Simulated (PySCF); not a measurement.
**C₃H₉BSi: electronic excitations and core binding energies**

Wanted: the electronic excitations and core binding energies of C₃H₉BSi (`C=CBC[SiH3]`), by calculation.

Computed with PySCF 2.14.0, with density-fitted response routines of our own, on a single molecule in the gas phase. Atoms count from 0, in the outputs and in this text.

## (1) The starting structure

14 atoms, charge 0, multiplicity 1; geometry from: GFN2-xTB.

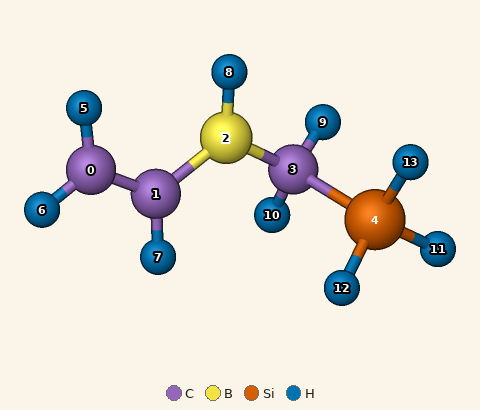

The starting geometry (carbon purple, boron yellow, silicon orange, hydrogen blue), atoms numbered; sticks join atoms by distance.

## (2) TDDFT and polarisability: CAM-B3LYP/def2-SVPD

Job settings and geometry (Å):

```
{"job": {"kind": "uv", "xc": "CAM-B3LYP", "basis": "def2-SVPD", "nstates": 8, "ntriplets": 3}, "charge": 0, "multiplicity": 1}
C     -2.611014     0.112829     0.835594
C     -1.415930    -0.168059     0.318673
B     -0.499814     0.870631    -0.379140
C      0.787065     0.399385    -1.108558
Si     2.221069     0.343804     0.158211
H     -3.014362     1.113053     0.800011
H     -3.242123    -0.629352     1.303291
H     -1.082945    -1.200986     0.383082
H     -0.768245     2.011735    -0.321842
H      1.104015     1.066215    -1.910471
H      0.705487    -0.605318    -1.525171
H      3.428631    -0.100391    -0.548300
H      1.924713    -0.602243     1.237489
H      2.462777     1.668248     0.734965
```

Level: TDDFT CAM-B3LYP/def2-SVPD, vertical, gas phase, core orbitals frozen in the response.

Started as:

```sh
$ OMP_NUM_THREADS=1 python probes_run.py task.json out
```

The driver reads the jobs from task.json and runs them one after another.

The log of the run:

```text
coarse grid: 11552 points
cycle   1  E = -433.6659458449  dE =  2.530e-01  |g| = 3.413e-01  |ddm| = 5.366e+00
cycle   2  E = -433.6784249703  dE = -1.248e-02  |g| = 2.841e-01  |ddm| = 8.456e-01
cycle   3  E = -433.6997781959  dE = -2.135e-02  |g| = 4.860e-02  |ddm| = 4.248e-01
cycle   4  E = -433.7002815763  dE = -5.034e-04  |g| = 2.734e-02  |ddm| = 1.070e-01
cycle   5  E = -433.7004758302  dE = -1.943e-04  |g| = 2.867e-03  |ddm| = 4.736e-02
cycle   6  E = -433.7004783605  dE = -2.530e-06  |g| = 1.088e-03  |ddm| = 7.101e-03
final grid: 105112 points
cycle   7  E = -433.7673228870  dE = -2.262e-05  |g| = 3.296e-03  |ddm| = 5.465e-02
cycle   8  E = -433.7673236170  dE = -7.300e-07  |g| = 2.997e-03  |ddm| = 1.025e-02
cycle   9  E = -433.7673259146  dE = -2.298e-06  |g| = 1.686e-04  |ddm| = 3.760e-03
cycle  10  E = -433.7673259212  dE = -6.595e-09  |g| = 1.154e-04  |ddm| = 4.911e-04
cycle  11  E = -433.7673259250  dE = -3.735e-09  |g| = 1.944e-05  |ddm| = 1.980e-04
cycle  12  E = -433.7673259251  dE = -1.164e-10  |g| = 1.006e-05  |ddm| = 4.332e-05
converged SCF energy = -433.7673259251

Static polarisability (au): isotropic 80.758, principal 65.596 70.013 106.663

Singlet excitations
state   eV       nm        f      main configurations
  1   5.5806    222.2   0.00167   H-1->L 0.82, H-2->L 0.13
  2   5.6850    218.1   0.22677   H->L 0.62, H-2->L 0.24
  3   6.2715    197.7   0.24876   H-2->L 0.49, H->L 0.34
  4   7.2850    170.2   0.02155   H-3->L 0.81, H-5->L 0.09
  5   7.4877    165.6   0.00174   H-4->L 0.56, H-6->L 0.31
  6   7.7938    159.1   0.00202   H-6->L 0.39, H-4->L 0.35
  7   7.8610    157.7   0.02276   H->L+1 0.67, H->L+5 0.08
  8   8.1318    152.5   0.03299   H-5->L 0.34, H->L+3 0.17

Triplet excitations (Tamm-Dancoff, eV): 3.7743 5.0952 5.3724
```

It took 47 s on 1 thread of Arm Neoverse N1, shared host; peak memory 0.76 GiB.

Frontier orbitals and where they lie:

```
orbital      eV                        atoms
 HOMO−3  -10.86  Si4 31 %, C3 23 %, H12 11 %
 HOMO−2  -10.29    B2 23 %, C3 23 %, H8 12 %
 HOMO−1  -10.25    C1 24 %, B2 23 %, C3 12 %
   HOMO   -9.36    C1 32 %, C0 31 %, C3 10 %
   LUMO   -0.58    B2 28 %, C0 24 %, C1 17 %
 LUMO+1    1.23    B2 32 %, Si4 24 %, H9 7 %
 LUMO+2    1.56  Si4 44 %, H12 11 %, H13 9 %
```

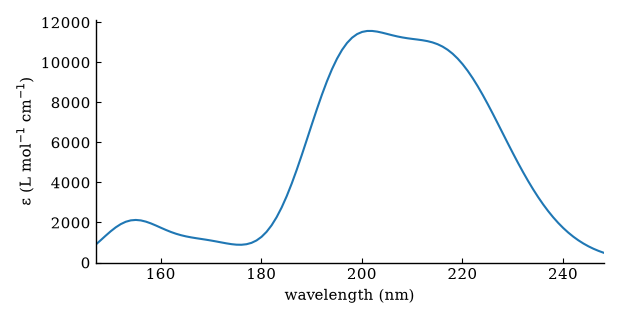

Absorption spectrum: each of the 8 states is a Gaussian band of 0.4 eV half-width at 1/e. Beyond the last state computed it falls off for lack of states.

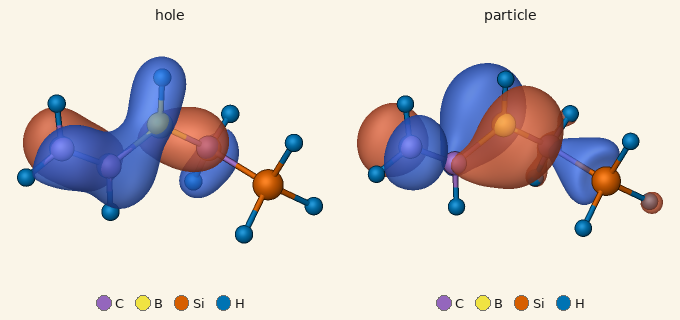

Leading natural transition orbitals of singlet state 3: the electron leaves the hole (left) for the particle orbital (right).

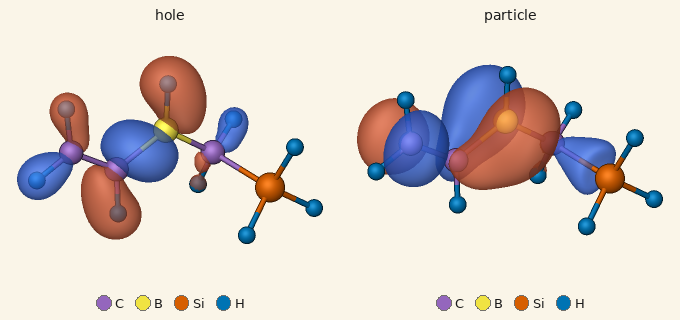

Leading natural transition orbitals of singlet state 1: the electron leaves the hole (left) for the particle orbital (right).

Further results of this job:

| property | computed |
| --- | --- |
| dipole moment (D) | 0.67 |
| polarisability (Å³) | 11.97 |
| HOMO–LUMO gap (eV) | 8.78 |
| −ε(HOMO) (eV) | 9.36 |

The fields below are evaluated on a grid from the run's orbitals.

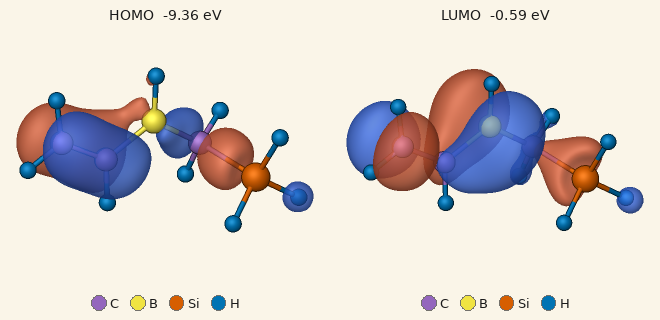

CAM-B3LYP/def2-SVPD orbitals near the gap, drawn at the value that encloses 70 % of each; the two colours are the two signs.

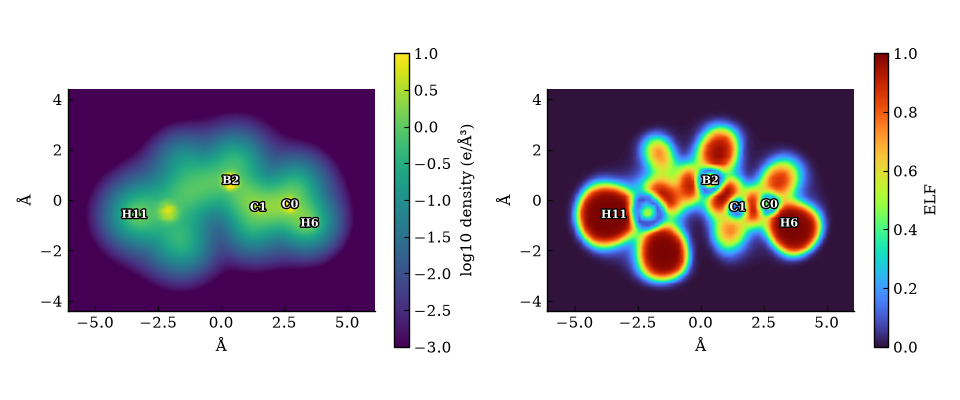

Density (left) and ELF (right) in a plane through or near 5 of the atoms.

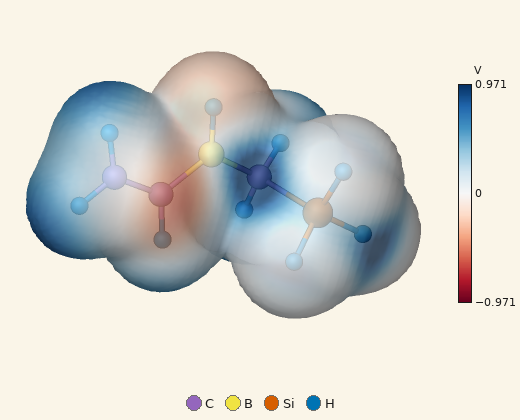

Electrostatic potential on the surface of density 0.002 e/bohr³; red is low, blue high. It runs from -0.45 V near C1 to 0.97 V near B2.

## (3) X-ray photoelectron lines: SCAN, X2C

Settings changed since step 2:

```diff
@@ -1,2 +1,2 @@
-{"job": {"kind": "uv", "xc": "CAM-B3LYP", "basis": "def2-SVPD", "nstates": 8, "ntriplets": 3}, "charge": 0, "multiplicity": 1}
+{"job": {"kind": "xps"}, "charge": 0, "multiplicity": 1}
 C     -2.611014     0.112829     0.835594
```

Method: delta-SCF UKS SCAN, pcX-2 on the ionised atom, pcseg-1 elsewhere, spin-free X2C.

The log of the run:

```text
ground state, core basis on atom 0 (C), 150 functions
  cycle   1  E = -434.46353928  |g| = 5.27e-01
  cycle   2  E = -434.39563051  |g| = 6.96e-01
  cycle   3  E = -434.53738329  |g| = 1.28e-01
  cycle   4  E = -434.54143714  |g| = 6.02e-02
  cycle   5  E = -434.54242952  |g| = 8.98e-03
  cycle   6  E = -434.54244862  |g| = 5.09e-03
  cycle   7  E = -434.54245524  |g| = 1.03e-03
  cycle   8  E = -434.54245646  |g| = 2.56e-04
  E(ground) = -434.58037023 Eh
hole in C 1s of atom 0
  cycle   1  E = -423.28490281  |g| = 1.50e+00
  cycle   2  E = -421.46327600  |g| = 2.06e+00
  cycle   3  E = -423.66008590  |g| = 5.47e-01
  cycle   4  E = -423.79295043  |g| = 3.73e-01
  cycle   5  E = -423.85756174  |g| = 1.51e-01
  cycle   6  E = -423.86905128  |g| = 1.63e-02
  cycle   7  E = -423.86923588  |g| = 7.51e-03
  cycle   8  E = -423.86928983  |g| = 3.91e-03
  cycle   9  E = -423.86930853  |g| = 2.66e-03
  cycle  10  E = -423.86931797  |g| = 1.38e-03
  cycle  11  E = -423.86932143  |g| = 7.29e-04
  cycle  12  E = -423.86932240  |g| = 2.68e-04
  E(ion) = -423.90632033 Eh   <S^2> = 0.8002   hole on atom = 1.000   binding energy = 290.456 eV
ground state, core basis on atom 1 (C), 150 functions
  cycle   1  E = -434.54198630  |g| = 6.27e-02
  cycle   2  E = -434.54111945  |g| = 6.36e-02
  cycle   3  E = -434.54176116  |g| = 4.02e-02
  cycle   4  E = -434.54222469  |g| = 5.56e-03
  cycle   5  E = -434.54223404  |g| = 8.08e-04
  cycle   6  E = -434.54223534  |g| = 3.34e-04
  E(ground) = -434.58030432 Eh
hole in C 1s of atom 1
  cycle   1  E = -423.31346877  |g| = 1.51e+00
  cycle   2  E = -420.97734161  |g| = 2.12e+00
  cycle   3  E = -423.55852004  |g| = 6.62e-01
  cycle   4  E = -423.82320120  |g| = 3.60e-01
  cycle   5  E = -423.87142664  |g| = 1.73e-01
  cycle   6  E = -423.88696288  |g| = 2.82e-02
  cycle   7  E = -423.88747511  |g| = 9.41e-03
  cycle   8  E = -423.88757182  |g| = 5.02e-03
  cycle   9  E = -423.88761258  |g| = 2.91e-03
  cycle  10  E = -423.88763036  |g| = 1.90e-03
  cycle  11  E = -423.88763909  |g| = 1.06e-03
  cycle  12  E = -423.88764083  |g| = 4.65e-04
  E(ion) = -423.92440274 Eh   <S^2> = 0.7994   hole on atom = 1.000   binding energy = 289.962 eV
ground state, core basis on atom 2 (B), 150 functions
  cycle   1  E = -434.53387028  |g| = 5.08e-02
  cycle   2  E = -434.53325884  |g| = 5.25e-02
  cycle   3  E = -434.53379387  |g| = 3.15e-02
  cycle   4  E = -434.53407682  |g| = 6.71e-03
  cycle   5  E = -434.53409252  |g| = 7.02e-04
  cycle   6  E = -434.53409390  |g| = 2.43e-04
  E(ground) = -434.57280836 Eh
hole in B 1s of atom 2
  cycle   1  E = -426.94139086  |g| = 1.17e+00
  cycle   2  E = -424.78559137  |g| = 1.94e+00
  cycle   3  E = -427.20006954  |g| = 4.58e-01
  cycle   4  E = -427.34938214  |g| = 1.57e-01
  cycle   5  E = -427.35915305  |g| = 9.69e-02
  cycle   6  E = -427.36422974  |g| = 2.51e-02
  cycle   7  E = -427.36455863  |g| = 1.23e-02
  cycle   8  E = -427.36462083  |g| = 9.72e-03
  cycle   9  E = -427.36470121  |g| = 4.29e-03
  cycle  10  E = -427.36472482  |g| = 1.96e-03
  cycle  11  E = -427.36473188  |g| = 1.26e-03
  cycle  12  E = -427.36473457  |g| = 4.38e-04
  E(ion) = -427.40369984 Eh   <S^2> = 0.8098   hole on atom = 1.000   binding energy = 195.081 eV
ground state, core basis on atom 3 (C), 150 functions
  cycle   1  E = -434.54160382  |g| = 5.72e-02
  cycle   2  E = -434.54154201  |g| = 2.09e-02
  cycle   3  E = -434.54144970  |g| = 2.69e-02
  cycle   4  E = -434.54165741  |g| = 6.31e-03
  cycle   5  E = -434.54166708  |g| = 7.28e-04
  cycle   6  E = -434.54166821  |g| = 1.37e-04
  E(ground) = -434.57938700 Eh
hole in C 1s of atom 3
  cycle   1  E = -423.32011778  |g| = 1.51e+00
  cycle   2  E = -422.56303871  |g| = 1.83e+00
  cycle   3  E = -423.80738680  |g| = 4.16e-01
  cycle   4  E = -423.82563828  |g| = 3.29e-01
  cycle   5  E = -423.89695354  |g| = 7.22e-02
  cycle   6  E = -423.89964019  |g| = 2.59e-02
  cycle   7  E = -423.89997941  |g| = 7.97e-03
  cycle   8  E = -423.90001881  |g| = 1.69e-03
  cycle   9  E = -423.90002050  |g| = 7.41e-04
  cycle  10  E = -423.90002024  |g| = 2.84e-04
  E(ion) = -423.93588526 Eh   <S^2> = 0.7668   hole on atom = 1.000   binding energy = 289.624 eV
ground state, core basis on atom 4 (Si), 161 functions
  cycle   1  E = -434.63565516  |g| = 2.87e-01
  cycle   2  E = -434.63568851  |g| = 3.78e-02
  cycle   3  E = -434.63559966  |g| = 3.33e-02
  cycle   4  E = -434.63580817  |g| = 1.12e-02
  cycle   5  E = -434.63584246  |g| = 3.02e-03
  cycle   6  E = -434.63584571  |g| = 3.82e-04
  E(ground) = -434.63143967 Eh
hole in Si 1s of atom 4
  cycle   1  E = -365.71587009  |g| = 4.35e+00
  cycle   2  E = -365.81581126  |g| = 2.11e+00
  cycle   3  E = -366.41802338  |g| = 7.45e-01
  cycle   4  E = -366.70789460  |g| = 3.22e-01
  cycle   5  E = -366.74967418  |g| = 2.07e-01
  cycle   6  E = -366.77537640  |g| = 4.51e-02
  cycle   7  E = -366.77630317  |g| = 1.84e-02
  cycle   8  E = -366.77648673  |g| = 5.15e-03
  cycle   9  E = -366.77650150  |g| = 1.40e-03
  cycle  10  E = -366.77650227  |g| = 3.47e-04
  E(ion) = -366.78010794 Eh   <S^2> = 0.7524   hole on atom = 1.000   binding energy = 1846.329 eV
hole in Si 2p of atom 4
  cycle   1  E = -430.37386518  |g| = 1.23e+00
  cycle   2  E = -430.26911840  |g| = 1.05e+00
  cycle   3  E = -430.65444274  |g| = 2.62e-01
  cycle   4  E = -430.68612581  |g| = 1.45e-01
  cycle   5  E = -430.69559233  |g| = 7.68e-02
  cycle   6  E = -430.69924165  |g| = 1.69e-02
  cycle   7  E = -430.69939608  |g| = 4.83e-03
  cycle   8  E = -430.69940730  |g| = 1.53e-03
  cycle   9  E = -430.69940759  |g| = 5.68e-04
  cycle  10  E = -430.69940842  |g| = 2.11e-04
  E(ion) = -430.70667906 Eh   <S^2> = 0.7524   hole on atom = 1.002   binding energy = 106.798 eV
  2p3/2 = 106.586 eV   2p1/2 = 107.209 eV
```

Run time: 97 s. Hardware: 1 thread of Arm Neoverse N1, shared host; peak memory 0.58 GiB.

The holes in one table. −ε is the ground-state orbital energy:

```csv
hole,stands for,environment,ΔSCF (eV; 2p as the shell's mean),−ε (eV),⟨S²⟩
C1s on C0,C0,terminal =CH2 carbon,290.46,274.0,0.800
C1s on C1,C1,alkene CH,289.96,273.2,0.799
B1s on B2,B2,"boron bonded to 2 C, H",195.08,179.7,0.810
C1s on C3,C3,sp3 CH2 bonded to B and Si,289.62,273.0,0.767
Si1s on Si4,Si4,"silicon bonded to C, 3 H",1846.33,1793.2,0.752
Si2p on Si4,Si4,"silicon bonded to C, 3 H",106.79,96.1,0.752
```

With the spin-orbit splitting: Si4 2p3/2 106.59, 2p1/2 107.21 eV. The table gives each 2p level as the mean over the whole 2p shell (two parts 2p3/2, one part 2p1/2), which differs a little from the single hole in the log.

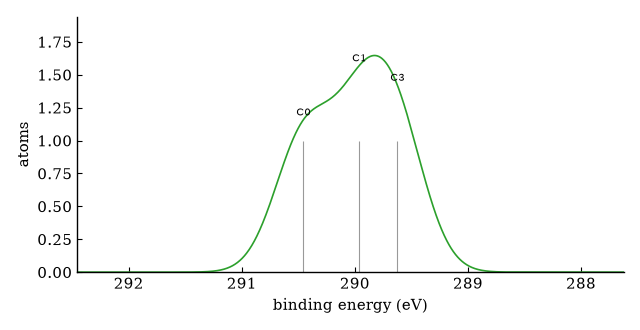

The C1s photoelectron lines, weighted by the number of atoms. Lines are broadened to a width of 0.60 eV (Gaussian).

## (4) Summary of results

```
                                quantity                               value
    lowest singlet (CAM-B3LYP/def2-SVPD)         5.58 eV (222 nm), f = 0.002
brightest single state of those computed         state 3, 6.27 eV, f = 0.249
                          lowest triplet                             3.77 eV
   surface potential, least and greatest                  -0.45 V and 0.97 V
        C1s binding energies, SCAN/pcX-2  C0 290.46, C1 289.96, C3 289.62 eV
        B1s binding energies, SCAN/pcX-2                        B2 195.08 eV
       Si1s binding energies, SCAN/pcX-2                      Si4 1846.33 eV
       Si2p binding energies, SCAN/pcX-2                       Si4 106.79 eV
```

The first singlet state (HOMO−1→LUMO 0.82, HOMO−2→LUMO 0.13) lies at 5.58 eV and is weak; of the 8 states computed, the strongest absorption comes from state 3 at 6.27 eV. The lowest triplet lies 1.81 eV below the lowest singlet (triplets in Tamm-Dancoff, singlets in full TDDFT). By nearest atom (CAM-B3LYP/def2-SVPD), the HOMO sits on C0, C1 about 31 % each; C3 9 % and the LUMO on B2 34 %; C0 20 %. The C1s levels kept as sound span 0.83 eV, from C3 (sp3 CH2 bonded to B and Si) up to C0 (terminal =CH2 carbon).
